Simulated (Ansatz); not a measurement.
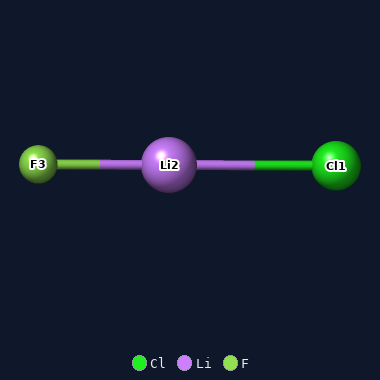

The system is Cl⁻ + LiF; the picture shows the reference structure. Coordinates scanned: (1) distance Cl1–Li2; (2) distance Li2–F3. Nothing is relaxed (the angle Cl1–Li2–F3 is fixed at 180 degrees). The grid has 14 × 14 points. Energies: eV, counted from Cl with charge -1 far from the relaxed LiF (each part in its own basis). These are results of RKS PBE0-D4/def2-TZVPD in Ansatz, not measurements.

Its coordinates:

```yaml
atoms:
  - { symbol: Cl, position_ang: [-2.1970, 0.0000, 0.0000] }
  - { symbol: Li, position_ang: [0.0000, 0.0000, 0.0000] }
  - { symbol: F, position_ang: [1.7150, 0.0000, 0.0000] }
```

Range: distance Cl1–Li2 from 1.840 to 4.240 Å; distance Li2–F3 from 1.504 to 3.904 Å.

**Predict the map.**

The lowest grid point is at distance Cl1–Li2 = 2.197 Å, distance Li2–F3 = 1.715 Å, −2.10 eV from Cl with charge -1 far from the relaxed LiF (each part in its own basis). It is the only kind of minimum in the scanned range. The highest grid point, distance Cl1–Li2 = 4.240 Å, distance Li2–F3 = 3.904 Å, lies 4.56 eV above the lowest.

```tsv
distance Li2–F3 ↓, distance Cl1–Li2 →	1.840	1.926	2.051	2.197	2.359	2.533	2.718	2.913	3.117	3.328	3.546	3.772	4.003	4.240
3.904	0.49	0.31	0.21	0.26	0.41	0.64	0.89	1.14	1.40	1.65	1.88	2.09	2.28	2.45
3.667	0.37	0.19	0.08	0.12	0.27	0.49	0.74	0.98	1.23	1.47	1.70	1.91	2.09	2.26
3.436	0.23	0.04	−0.06	−0.03	0.11	0.32	0.56	0.80	1.04	1.28	1.50	1.70	1.88	2.04
3.210	0.07	−0.12	−0.23	−0.21	−0.08	0.13	0.36	0.59	0.82	1.05	1.26	1.46	1.63	1.79
2.992	−0.11	−0.31	−0.43	−0.41	−0.29	−0.09	0.13	0.35	0.58	0.80	1.00	1.19	1.36	1.51
2.781	−0.32	−0.52	−0.65	−0.64	−0.52	−0.34	−0.12	0.09	0.30	0.52	0.71	0.89	1.06	1.20
2.577	−0.55	−0.76	−0.89	−0.90	−0.79	−0.61	−0.40	−0.19	0.01	0.20	0.39	0.57	0.72	0.86
2.382	−0.80	−1.02	−1.16	−1.17	−1.07	−0.91	−0.71	−0.50	−0.30	−0.12	0.06	0.22	0.37	0.50
2.197	−1.06	−1.28	−1.44	−1.46	−1.37	−1.22	−1.03	−0.83	−0.63	−0.45	−0.28	−0.13	0.01	0.14
2.023	−1.32	−1.54	−1.70	−1.73	−1.66	−1.52	−1.34	−1.15	−0.96	−0.78	−0.62	−0.48	−0.35	−0.23
1.861	−1.52	−1.75	−1.92	−1.97	−1.90	−1.77	−1.60	−1.42	−1.24	−1.08	−0.93	−0.79	−0.66	−0.55
1.715	−1.63	−1.87	−2.05	−2.10	−2.05	−1.93	−1.77	−1.60	−1.43	−1.28	−1.13	−1.00	−0.88	−0.78
1.590	−1.60	−1.85	−2.03	−2.09	−2.05	−1.94	−1.79	−1.63	−1.47	−1.32	−1.19	−1.06	−0.95	−0.85
1.504	−1.46	−1.70	−1.90	−1.96	−1.93	−1.82	−1.68	−1.53	−1.37	−1.23	−1.10	−0.98	−0.88	−0.78
```

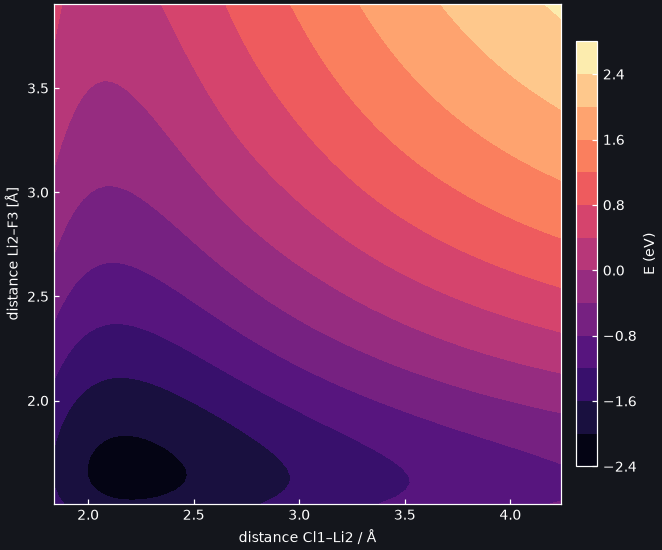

The picture shows filled contours. Between grid points the surface is interpolated.

The whole map (196 points run) took 15 min on 1 thread of Intel(R) Xeon(R) Processor @ 2.50GHz (Skylake/Cascade Lake) (shared host).
